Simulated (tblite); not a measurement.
## Geometry relaxation, with input and output: C4H16BNSi (part 1 of 3)

The run: geometry relaxation of C4H16BNSi. Method and program: GFN2-xTB geometry optimisation, gas phase (tblite 0.8.0).

It belongs to a series of runs on one base structure; here: constitutional isomer.

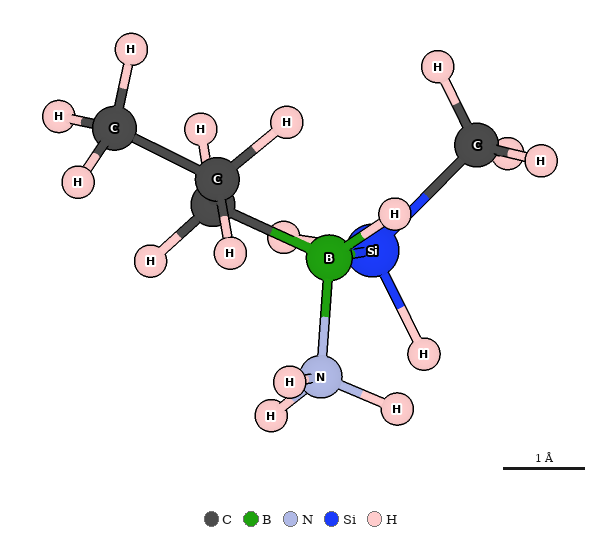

Fig. 1: The structure as given in the input (ball-and-stick view, seen at a tilt).

The input
```
{"job": {"kind": "relax", "xc": "GFN2-xTB", "basis": "xTB"}, "charge": 0, "multiplicity": 1}
C      3.175800     0.485300     0.758600
C      1.871500     0.652900     0.010400
C      0.849300    -0.405800     0.405600
B     -0.439000    -0.035000    -0.504700
N     -0.200800    -0.668300    -1.884300
Si    -2.106500    -0.718500     0.191100
C     -3.123500     0.630400     0.984700
H      3.980400     0.285400     0.014400
H      3.088600    -0.353300     1.476900
H      3.442400     1.426700     1.302200
H      1.370900     1.621900     0.283100
H      2.089500     0.593500    -1.064400
H      1.153000    -1.426800     0.192900
H      0.634200    -0.320400     1.487900
H     -0.511500     1.150700    -0.607100
H     -0.936100    -0.316600    -2.521300
H      0.735800    -0.393800    -2.224400
H     -0.281400    -1.709700    -1.788200
H     -2.894000    -1.207300    -0.961800
H     -1.966500    -1.859500     1.102600
H     -4.131000     0.214500     1.214200
H     -2.600400     0.940600     1.901100
H     -3.205400     1.440000     0.240500
```

The first line tells a small driver script what to run in tblite; the rest is the geometry in Å.

Hardware: 1 CPU thread, shared host.

Command:
```bash
OMP_NUM_THREADS=1 python <driver script> task.json out
```

The program's output
```
step      E/eV     max force
  0    -613.64552    1.969
  1    -613.85289    0.770
  2    -613.95110    0.460
  3    -614.00838    0.498
  4    -614.06619    0.499
  5    -614.10372    0.481
  6    -614.14219    0.435
  7    -614.17223    0.439
  8    -614.19536    0.331
  9    -614.21493    0.326
 10    -614.23485    0.337
 11    -614.25027    0.255
 12    -614.25839    0.173
 13    -614.26281    0.152
 14    -614.26700    0.142
 15    -614.27134    0.138
 16    -614.27514    0.132
 17    -614.27814    0.106
 18    -614.28063    0.096
 19    -614.28273    0.102
 20    -614.28435    0.098
 21    -614.28563    0.073
 22    -614.28692    0.074
 23    -614.28839    0.090
 24    -614.28993    0.095
 25    -614.29136    0.085
 26    -614.29268    0.107
 27    -614.29408    0.108
 28    -614.29566    0.085
 29    -614.29730    0.085
 30    -614.29891    0.109
 31    -614.30056    0.135
 32    -614.30233    0.133
 33    -614.30417    0.096
 34    -614.30605    0.094
 35    -614.30798    0.105
 36    -614.31005    0.141
 37    -614.31215    0.132
 38    -614.31397    0.115
 39    -614.31543    0.081
 40    -614.31677    0.098
 41    -614.31799    0.111
 42    -614.31927    0.095
 43    -614.32086    0.100
 44    -614.32268    0.103
 45    -614.32435    0.089
 46    -614.32555    0.077
 47    -614.32623    0.053
 48    -614.32673    0.048
 49    -614.32730    0.057
 50    -614.32799    0.066
 51    -614.32880    0.073
 52    -614.32968    0.093
 53    -614.33089    0.096
 54    -614.33304    0.100
 55    -614.33519    0.149
 56    -614.33791    0.144
 57    -614.34121    0.154
 58    -614.34531    0.198
 59    -614.34929    0.306
 60    -614.34942    0.509
 61    -614.36216    0.188
 62    -614.36881    0.137
 63    -614.37507    0.617
 64    -614.38584    0.137
 65    -614.39091    0.126
 66    -614.38654    0.575
 67    -614.39806    0.110
 68    -614.40104    0.108
 69    -614.40794    0.320
 70    -614.41256    0.132
 71    -614.41574    0.138
 72    -614.42084    0.131
 73    -614.42349    0.116
 74    -614.42544    0.106
 75    -614.42729    0.102
 76    -614.42932    0.109
 77    -614.43129    0.105
 78    -614.43313    0.074
 79    -614.43453    0.060
 80    -614.43558    0.077
 81    -614.43658    0.082
 82    -614.43753    0.052
 83    -614.43849    0.044
 84    -614.43891    0.039
 85    -614.43955    0.041
 86    -614.43996    0.044
 87    -614.44029    0.036
 88    -614.44051    0.033
 89    -614.44073    0.031
 90    -614.44094    0.041
 91    -614.44116    0.042
 92    -614.44135    0.026
 93    -614.44152    0.029
 94    -614.44170    0.030
 95    -614.44192    0.040
 96    -614.44215    0.038
 97    -614.44239    0.031
 98    -614.44264    0.038
 99    -614.44296    0.044
100    -614.44334    0.054
101    -614.44374    0.056
102    -614.44407    0.041
103    -614.44435    0.043
104    -614.44470    0.069
105    -614.44514    0.079
106    -614.44558    0.062
107    -614.44586    0.032
108    -614.44607    0.029
109    -614.44622    0.026
110    -614.44645    0.027
111    -614.44669    0.038
112    -614.44700    0.047
113    -614.44739    0.048
114    -614.44798    0.050
115    -614.44875    0.048
116    -614.44949    0.053
117    -614.44997    0.045
118    -614.45029    0.035
119    -614.45066    0.045
120    -614.45105    0.050
121    -614.45152    0.057
122    -614.45194    0.042
123    -614.45227    0.033
124    -614.45249    0.030
125    -614.45282    0.026
126    -614.45299    0.023
127    -614.45310    0.025
128    -614.45321    0.029
129    -614.45335    0.032
130    -614.45350    0.038
131    -614.45360    0.027
132    -614.45366    0.015
133    -614.45372    0.015
134    -614.45381    0.016
135    -614.45390    0.017
136    -614.45400    0.022
137    -614.45409    0.026
138    -614.45419    0.026
139    -614.45430    0.025
140    -614.45442    0.025
141    -614.45453    0.020
142    -614.45461    0.023
143    -614.45469    0.023
144    -614.45479    0.021
145    -614.45490    0.022
146    -614.45499    0.026
147    -614.45505    0.019
148    -614.45510    0.016
149    -614.45515    0.016
150    -614.45521    0.014
151    -614.45528    0.015
152    -614.45533    0.016
153    -614.45537    0.014
154    -614.45541    0.012
155    -614.45545    0.015
156    -614.45551    0.017
157    -614.45557    0.016
158    -614.45562    0.017
159    -614.45566    0.017
160    -614.45571    0.019
161    -614.45577    0.015
162    -614.45586    0.017
163    -614.45591    0.016
164    -614.45599    0.017
165    -614.45607    0.021
166    -614.45616    0.023
167    -614.45625    0.020
168    -614.45636    0.020
169    -614.45648    0.023
170    -614.45661    0.026
171    -614.45672    0.028
172    -614.45682    0.024
173    -614.45690    0.019
174    -614.45697    0.019
175    -614.45705    0.021
176    -614.45711    0.020
177    -614.45715    0.013
178    -614.45717    0.008
```

Trajectory as extended XYZ (Å, eV, eV/Å), 21 of the 179 frames kept, from step=0 to step=178
```
23
Properties=species:S:1:pos:R:3:forces:R:3 step=0 energy=-613.64552
C     3.1758    0.4853    0.7586    1.1020   0.4280   0.2370
C     1.8715    0.6529    0.0104   -0.2320   0.2300   0.6970
C     0.8493   -0.4058    0.4056   -0.6010   0.5520  -0.1060
B    -0.4390   -0.0350   -0.5047   -0.6520   0.5750   1.5100
N    -0.2008   -0.6683   -1.8843    0.0940  -1.0080  -1.6890
Si   -2.1065   -0.7185    0.1911    0.0800  -0.6660  -0.1100
C    -3.1235    0.6304    0.9847   -0.7260  -0.1630   0.1740
H     3.9804    0.2854    0.0144   -0.2830  -0.0240   0.8340
H     3.0886   -0.3533    1.4769    0.3310   0.5960  -0.4000
H     3.4424    1.4267    1.3022   -0.0700  -0.9160  -0.3110
H     1.3709    1.6219    0.2831    0.7880  -0.6830  -0.5620
H     2.0895    0.5935   -1.0644   -0.2930   0.3300   0.1550
H     1.1530   -1.4268    0.1929    0.4640  -0.1120   0.1640
H     0.6342   -0.3204    1.4879    0.2630  -0.1140  -0.5060
H    -0.5115    1.1507   -0.6071    0.0490   0.2030  -0.4070
H    -0.9361   -0.3166   -2.5213    0.6240  -0.4260   0.2680
H     0.7358   -0.3938   -2.2244   -0.5240  -0.3140   0.0180
H    -0.2814   -1.7097   -1.7882    0.2160   1.2130  -0.3510
H    -2.8940   -1.2073   -0.9618   -0.3630  -0.2820  -0.1260
H    -1.9665   -1.8595    1.1026   -0.2390  -0.1970   0.1190
H    -4.1310    0.2145    1.2142    0.6850   0.7440   0.0520
H    -2.6004    0.9406    1.9011   -0.5980   0.2160  -0.4650
H    -3.2054    1.4400    0.2405   -0.1160  -0.1790   0.8050
23
Properties=species:S:1:pos:R:3:forces:R:3 step=9 energy=-614.21493
C     3.2600    0.4831    0.7826   -0.0810   0.0220  -0.0480
C     1.9255    0.6720    0.0359    0.0940  -0.0740   0.0820
C     0.8439   -0.3536    0.3971    0.0450   0.0740  -0.1220
B    -0.4932   -0.0133   -0.4871   -0.0750  -0.0070   0.2480
N    -0.1994   -0.6761   -1.9606    0.0340  -0.0750  -0.0860
Si   -2.1820   -0.7975    0.1887   -0.0820   0.1130   0.0530
C    -3.1947    0.6047    1.0117    0.0560  -0.0610  -0.0360
H     4.0786    0.2580    0.0978   -0.0690   0.0130   0.0680
H     3.1932   -0.3311    1.5078   -0.0320   0.1090  -0.1340
H     3.5104    1.3921    1.3277    0.0940  -0.0870  -0.0220
H     1.5170    1.6633    0.2562    0.1330  -0.1030   0.0100
H     2.0777    0.6406   -1.0553    0.1890   0.0240   0.2650
H     1.2217   -1.3691    0.2031   -0.0310   0.1400  -0.0310
H     0.6650   -0.3202    1.4793   -0.0120   0.1300  -0.2200
H    -0.5551    1.1718   -0.6991   -0.0790  -0.1870  -0.0040
H    -0.9021   -0.3634   -2.6178   -0.0770   0.0360  -0.0730
H     0.7251   -0.4157   -2.2858    0.1140   0.1160  -0.0150
H    -0.2447   -1.6820   -1.8728   -0.0150  -0.1810   0.0010
H    -3.0181   -1.3294   -0.9559    0.0290   0.0110   0.2520
H    -2.0854   -1.9491    1.1374   -0.1420   0.2030  -0.1770
H    -4.2036    0.3163    1.2936    0.0490   0.0020  -0.0040
H    -2.6852    0.9769    1.8990   -0.0500  -0.1250  -0.0190
H    -3.2594    1.4487    0.3267   -0.0900  -0.0950   0.0170
23
Properties=species:S:1:pos:R:3:forces:R:3 step=18 energy=-614.28063
C     3.2899    0.4776    0.8023   -0.0700  -0.0320  -0.0410
C     1.9701    0.6907    0.0429   -0.0120   0.0100  -0.0310
C     0.8581   -0.3188    0.3644    0.0350   0.0500  -0.0280
B    -0.5040   -0.0264   -0.5008    0.0060   0.0040   0.0740
N    -0.2004   -0.6990   -1.9840    0.0090   0.0040  -0.0220
Si   -2.2007   -0.7876    0.1929   -0.0630  -0.0090   0.0230
C    -3.2243    0.5939    1.0204    0.0200  -0.0090   0.0080
H     4.0956    0.2372    0.1120    0.0440  -0.0510   0.0490
H     3.1982   -0.3379    1.5149    0.0040   0.0000   0.0250
H     3.5764    1.3745    1.3471    0.0040  -0.0480   0.0120
H     1.5844    1.6857    0.2674   -0.0010   0.0170  -0.0200
H     2.1836    0.6705   -1.0321   -0.0400   0.0200   0.0100
H     1.2365   -1.3349    0.1847   -0.0280   0.0820   0.0420
H     0.6561   -0.2568    1.4374    0.0250  -0.0120  -0.0570
H    -0.6117    1.1453   -0.7328    0.0350  -0.0260  -0.0450
H    -0.9002   -0.3877   -2.6462   -0.0610   0.0190  -0.0420
H     0.7210   -0.3977   -2.2832    0.0680   0.0440  -0.0220
H    -0.2220   -1.7099   -1.9216    0.0050  -0.0690   0.0430
H    -3.0767   -1.3517   -0.8837    0.0070   0.0410  -0.0290
H    -2.1807   -1.9270    1.1371    0.0340   0.0290   0.0390
H    -4.2261    0.2968    1.3126    0.0010  -0.0790  -0.0150
H    -2.7126    0.9476    1.9102   -0.0010   0.0120   0.0360
H    -3.3152    1.4424    0.3483   -0.0220   0.0020  -0.0080
23
Properties=species:S:1:pos:R:3:forces:R:3 step=27 energy=-614.29408
C     3.2876    0.4549    0.8057   -0.0480  -0.0060  -0.0140
C     1.9838    0.7102    0.0296   -0.0180  -0.0160  -0.0140
C     0.8613   -0.2883    0.3503    0.0390   0.0110  -0.0180
B    -0.5043   -0.0241   -0.5153    0.0580   0.0680   0.0610
N    -0.1979   -0.7082   -1.9916    0.0090   0.0050  -0.0110
Si   -2.1944   -0.7770    0.1984   -0.0160  -0.0040  -0.0110
C    -3.2336    0.5817    1.0337   -0.0130  -0.0110   0.0020
H     4.1058    0.1791    0.1437   -0.0180  -0.0160  -0.0360
H     3.1598   -0.3515    1.5234   -0.0430  -0.0130   0.0190
H     3.5936    1.3401    1.3566    0.0210   0.0200   0.0060
H     1.6128    1.7112    0.2568    0.0210  -0.0090   0.0190
H     2.1965    0.6995   -1.0457    0.0180  -0.0300   0.0250
H     1.2418   -1.3045    0.1836   -0.0180   0.0280   0.0380
H     0.6635   -0.2141    1.4231   -0.0120  -0.0200  -0.0500
H    -0.6131    1.1377   -0.7763   -0.0070   0.0760  -0.0130
H    -0.9054   -0.4117   -2.6531   -0.0580  -0.0140  -0.0300
H     0.7149   -0.3828   -2.2923    0.0610  -0.0040  -0.0270
H    -0.1990   -1.7187   -1.9183    0.0200  -0.0530   0.0110
H    -3.0836   -1.3173   -0.8817    0.0360  -0.0190   0.0120
H    -2.1765   -1.8931    1.1695    0.0410  -0.0280  -0.0250
H    -4.2209    0.2313    1.3127   -0.0490   0.0020   0.0350
H    -2.7405    0.9436    1.9303   -0.0050   0.0120   0.0190
H    -3.3570    1.4291    0.3667   -0.0200   0.0220   0.0020
23
Properties=species:S:1:pos:R:3:forces:R:3 step=36 energy=-614.31005
C     3.2750    0.4125    0.8150   -0.0230   0.0040   0.0000
C     2.0043    0.7347    0.0153   -0.0220  -0.0370   0.0080
C     0.8555   -0.2333    0.3278    0.0460  -0.0150   0.0230
B    -0.5004    0.0304   -0.5491    0.1140   0.0220   0.0800
N    -0.1845   -0.7151   -2.0034   -0.0290   0.0060   0.0050
Si   -2.1716   -0.7300    0.2074    0.0000  -0.0340  -0.0860
C    -3.2768    0.5618    1.0692    0.0210  -0.0210  -0.0200
H     4.0776    0.0627    0.1694    0.0010  -0.0310   0.0090
H     3.0640   -0.3643    1.5456    0.0580  -0.0140   0.0330
H     3.6351    1.2836    1.3548    0.0440   0.0380  -0.0080
H     1.6691    1.7470    0.2480    0.0090  -0.0200  -0.0350
H     2.2358    0.7112   -1.0557   -0.0230   0.0250   0.0380
H     1.2292   -1.2562    0.1895   -0.0600  -0.0020  -0.0450
H     0.6524   -0.1504    1.3986   -0.0510   0.0460  -0.0190
H    -0.5971    1.1877   -0.8404   -0.0150  -0.0090  -0.0370
H    -0.9196   -0.4862   -2.6617   -0.0410   0.0170  -0.0410
H     0.7112   -0.3815   -2.3477   -0.0050   0.0420   0.0160
H    -0.1420   -1.7214   -1.8844   -0.0100  -0.0250   0.0690
H    -3.0351   -1.3041   -0.8730   -0.0320  -0.0290  -0.0090
H    -2.0922   -1.8670    1.1546    0.0350   0.0140  -0.0160
H    -4.2436    0.1569    1.3505   -0.0060  -0.0120   0.0130
H    -2.7999    0.9399    1.9681    0.0020   0.0130   0.0120
H    -3.4510    1.4081    0.4118   -0.0130   0.0230   0.0090
```
